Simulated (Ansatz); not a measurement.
**CH3BF2S (methylthiodifluoroborane): revPBE/def2-SVP**

Aim: the energy change on altering one bond length of CH3BF2S (methylthiodifluoroborane) at revPBE/def2-SVP, from 2 runs. 

The calculation is run with Ansatz 0.2.0.

112 further runs of the same task are left out: 112 set aside as unsound or not needed. Runs told in other sessions of the task aren't counted.

### Step 1. The molecule

CH3BF2S: 8 atoms, total charge 0, spin state singlet. As SMILES, `CSB(F)F`. The coordinates come from a PBE0-D4/def2-TZVP relaxation.

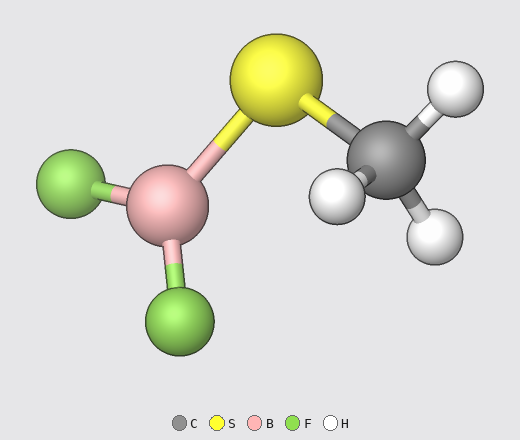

The structure, seen from a chosen angle (carbon grey, sulfur yellow, boron pink, fluorine green, hydrogen white).

### Step 2. A single-point energy at revPBE/def2-SVP

job.yaml reads:

```yaml
crystal:
  periodic: [false, false, false]
  atoms:
    - {symbol: C, position_ang: [-0.803300, 0.136900, 0.921900]}
    - {symbol: S, position_ang: [0.719300, -0.779600, 0.569900]}
    - {symbol: B, position_ang: [1.068100, -0.245300, -1.103500]}
    - {symbol: F, position_ang: [2.133800, -0.711800, -1.727700]}
    - {symbol: F, position_ang: [0.295400, 0.609600, -1.753200]}
    - {symbol: H, position_ang: [-0.637500, 1.209000, 0.840300]}
    - {symbol: H, position_ang: [-1.080700, -0.107300, 1.946100]}
    - {symbol: H, position_ang: [-1.603000, -0.168600, 0.250500]}
basis:
  gaussian: {orbitals: def2-SVP}
hamiltonian: {xc: {name: revPBE}}
accuracy: high
output: {orbitals: {seedname: orbitals}}
```

Command:

```
ansatz run job.yaml --threads 1 --pin off --max-ram 2610MiB --events-out events.jsonl --progress --plain --runs-dir runs
```

Output:

```text
Warning: RAYON_NUM_THREADS=1 ignored (pool sized by the plan → 1); use --threads N
Functional definition: revPBE
  name "revPBE"
  parameter kappa = 1.245
  parameter beta = 0.06672455060314922
  exchange = pbe_x(kappa = kappa, mu = beta*pi^2/3)
  correlation = pbe_c(beta = beta)
2007 factors; integrals over basis functions are off by at most 7.5e-9 eV
mean field evaluation 1: about -18016.2950 eV, gradient 5.3e1 eV
mean field evaluation 2: about -18007.3788 eV, gradient 8.2e1 eV
mean field evaluation 4: about -18022.0044 eV, gradient 3.6e0 eV
mean field evaluation 8: about -18022.0248 eV, gradient 1.0e-1 eV
mean field evaluation 16: about -18022.0248 eV, gradient 9.7e-6 eV
mean field -18022.02484963 eV, -662.2971974567 hartree, gradient 3.1e-8 eV, S^2 0.000000; 0 other end points of the search recorded, 0 dependent functions left out
reference -18022.02485340 eV, -662.2971975952 hartree; 24, 24 occupied and 65, 65 virtual orbitals, 2007 factors
Total energy: -18022.02485340 eV, -662.2971975952 hartree
```

It took 6.3 s on 1 thread of Arm Neoverse V1, shared host; peak memory 0.22 GiB.

### Step 3. The distorted shape, same level

in.yaml reads:

```yaml
crystal:
  periodic: [false, false, false]
  atoms:
    - {symbol: C, position_ang: [-2.082164, 0.696711, 1.670954]}
    - {symbol: S, position_ang: [-0.559564, -0.219789, 1.318954]}
    - {symbol: B, position_ang: [-0.210764, 0.314511, -0.354446]}
    - {symbol: F, position_ang: [2.133800, -0.711800, -1.727700]}
    - {symbol: F, position_ang: [-0.983464, 1.169411, -1.004146]}
    - {symbol: H, position_ang: [-1.916364, 1.768811, 1.589354]}
    - {symbol: H, position_ang: [-2.359564, 0.452511, 2.695154]}
    - {symbol: H, position_ang: [-2.881864, 0.391211, 0.999554]}
basis:
  gaussian:
    orbitals: def2-SVP
hamiltonian:
  xc: {name: revPBE}
accuracy: high
output: {orbitals: {seedname: orbitals}}
```

Command:

```
ansatz run in.yaml --threads 1 --pin off --max-ram 2610MiB --events-out events.jsonl --progress --plain --runs-dir runs
```

Output:

```text
Warning: RAYON_NUM_THREADS=1 ignored (pool sized by the plan → 1); use --threads N
Functional definition: revPBE
  name "revPBE"
  parameter kappa = 1.245
  parameter beta = 0.06672455060314922
  exchange = pbe_x(kappa = kappa, mu = beta*pi^2/3)
  correlation = pbe_c(beta = beta)
1943 factors; integrals over basis functions are off by at most 5.9e-9 eV
mean field evaluation 1: about -18004.9600 eV, gradient 6.8e1 eV
mean field evaluation 2: about -17654.5202 eV, gradient 1.9e2 eV
mean field evaluation 4: about -18010.0254 eV, gradient 4.3e1 eV
mean field evaluation 8: about -18012.3941 eV, gradient 4.5e1 eV
mean field evaluation 16: about -18015.9953 eV, gradient 1.9e-8 eV
mean field -18015.99528815 eV, -662.0756151592 hartree, gradient 2.2e-8 eV, S^2 0.000000; 0 other end points of the search recorded, 0 dependent functions left out
reference -18015.99529190 eV, -662.0756152970 hartree; 24, 24 occupied and 65, 65 virtual orbitals, 1943 factors
Total energy: -18015.99529190 eV, -662.0756152970 hartree
```

Wall time 6.3 s (1 thread of Arm Neoverse V1, shared host); peak memory 0.22 GiB.

### Step 4. Summary of results

At revPBE/def2-SVP:

| quantity | value |
| --- | --- |
| first shape: total energy | -662.29720 Eh |
| first shape: HOMO energy | -6.30 eV |
| first shape: LUMO energy | -0.35 eV |
| first shape: HOMO–LUMO gap | 5.95 eV |
| distorted shape: total energy | -662.07562 Eh |
| distorted shape: HOMO energy | -5.22 eV |
| distorted shape: LUMO energy | -4.75 eV |
| distorted shape: HOMO–LUMO gap | 0.47 eV |
| energy change with the B3–F4 bond stretched from 1.320 to 2.905 Å | 6.030 eV |

What this shows: With the B3–F4 bond stretched from 1.320 to 2.905 Å the energy rises by 6.03 eV (139 kcal/mol). The first shape isn't relaxed at this level, so the change isn't measured from a minimum. A restricted reference can't describe the breaking bond well at this length.
